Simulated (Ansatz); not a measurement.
# AlH5O3Se: what the fields show

Input file:

```
crystal:
  periodic: [false, false, false]
  atoms:
    - {symbol: Al, position_ang: [-1.382464, 1.198100, 1.354638]}
    - {symbol: O, position_ang: [-1.803610, -0.294906, 2.088004]}
    - {symbol: O, position_ang: [0.100041, 1.927805, 1.819493]}
    - {symbol: O, position_ang: [-2.613690, 2.205432, 0.709422]}
    - {symbol: Se, position_ang: [-0.680253, 0.188554, -1.004314]}
    - {symbol: H, position_ang: [-2.719756, -0.548988, 2.207798]}
    - {symbol: H, position_ang: [0.601031, 1.584114, 2.560745]}
    - {symbol: H, position_ang: [-2.581882, 3.156336, 0.823963]}
    - {symbol: H, position_ang: [0.522469, -0.516181, -0.535452]}
    - {symbol: H, position_ang: [0.113862, 1.350941, -1.430526]}
basis:
  gaussian:
    orbitals: def2-SVPD
hamiltonian:
  xc: pbe0
output:
  forces: true
  orbitals: {seedname: orbitals}
```

Command:

```sh
ansatz run input.yaml --threads 2 --pin off --max-ram 5220MiB --events-out events.jsonl --progress --plain --runs-dir runs
```

Geometry: PBE0-D4/def2-SVP.

All numbers below come from Ansatz, isolated molecule in a Gaussian basis; Kohn-Sham density functional theory, functional PBE0.

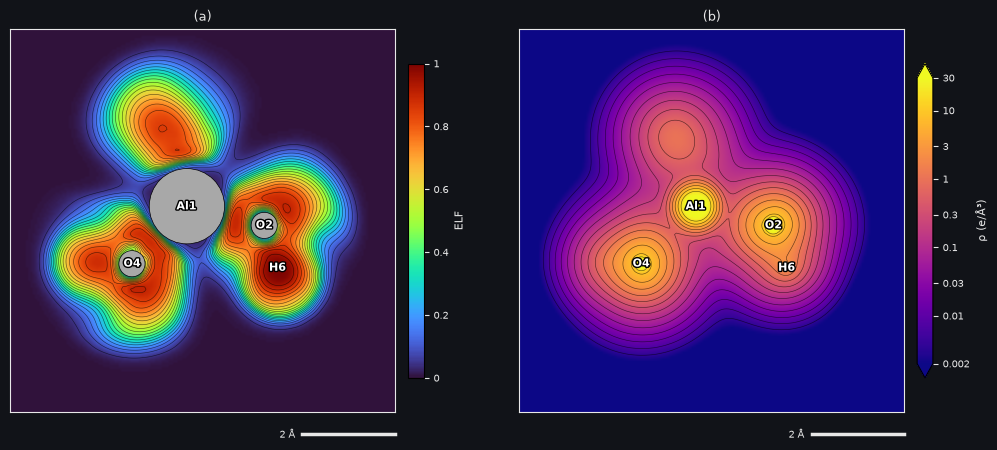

Figure 1. (a) ELF; (b) total electron density on the plane of atoms Al1, O2 and H6. Grey discs cover the atomic cores in the ELF map.

Read the bonding off the picture.

Answer.
- Atoms in the plane: Al, O and H.
- Al–O (1.72 Å): ρ is about 0.82 e/Å³ halfway; the ELF peaks at about 0.90 in the valence shell of O, 0.6 Å from its nucleus, and is about 0.40 at the midpoint.
- O–H (0.96 Å): ρ at the midpoint is about 3.7 e/Å³; the ELF climbs to about 1 towards the hydrogen, as it does in any bond to H: a covalent bond by its length.
- The ELF also peaks beside O4 and O2, away from the bonds: lone-pair regions.

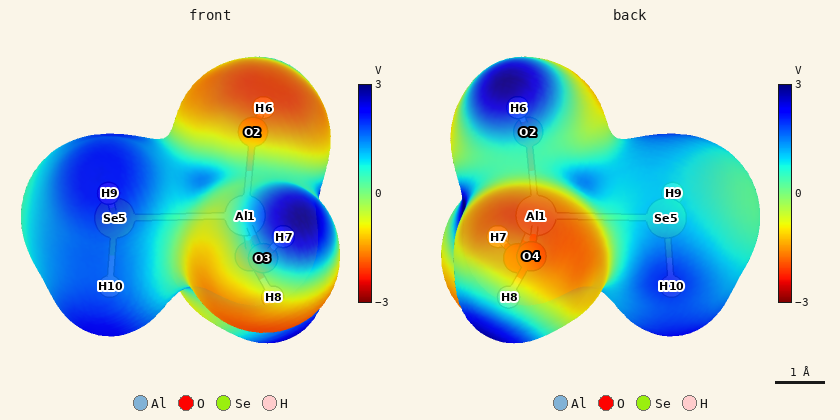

Figure 2. The molecular electrostatic potential painted on the density surface at 0.004 e/bohr³, seen from the front and from behind; red is negative and blue positive.

Where is the surface potential most negative and most positive?

Answer. The most negative region (about −2.0 V) lies over O2, O3 and O4, the most positive (about +2.8 V) over Al1 and H6.

How polar is the molecule by this calculation?

Answer. Its dipole moment is 2.19 D.

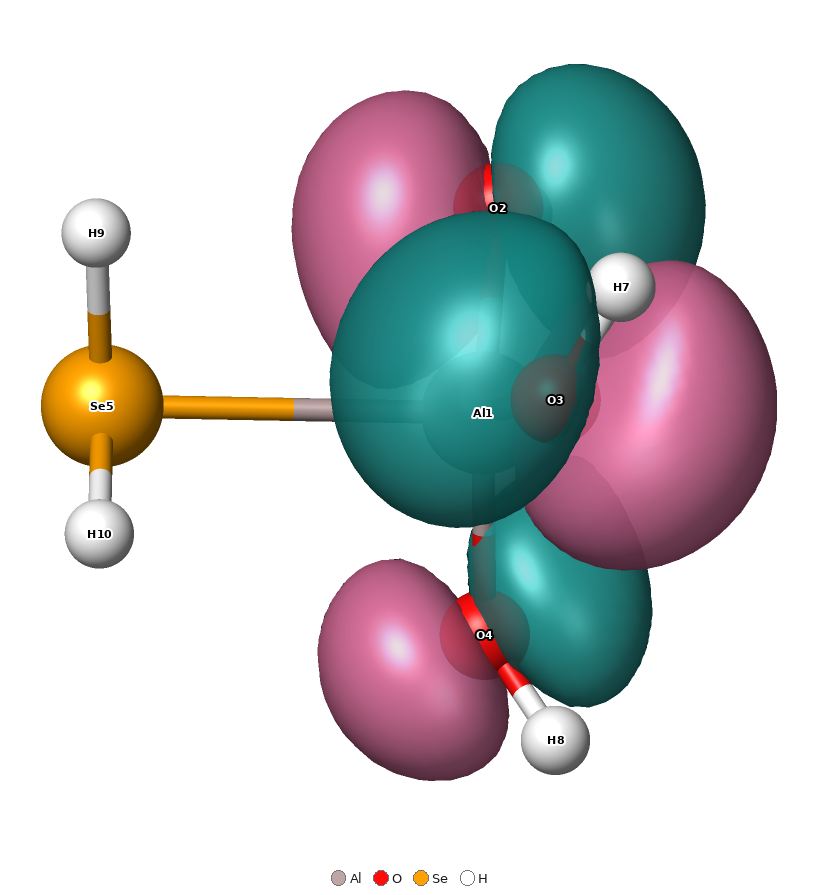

Figure 3. The HOMO−1 at ±0.08 Å⁻³ᐟ² (teal and pink are the two phases), seen at an oblique angle.

Describe this orbital and give its energy.

Answer. Its weight (Hirshfeld) is mainly on O3 (about 50 %), O2 (about 25 %) and O4 (about 10 %); largely a combination of lone pairs on O3, O2 and O4. Its energy is −8.49 eV.
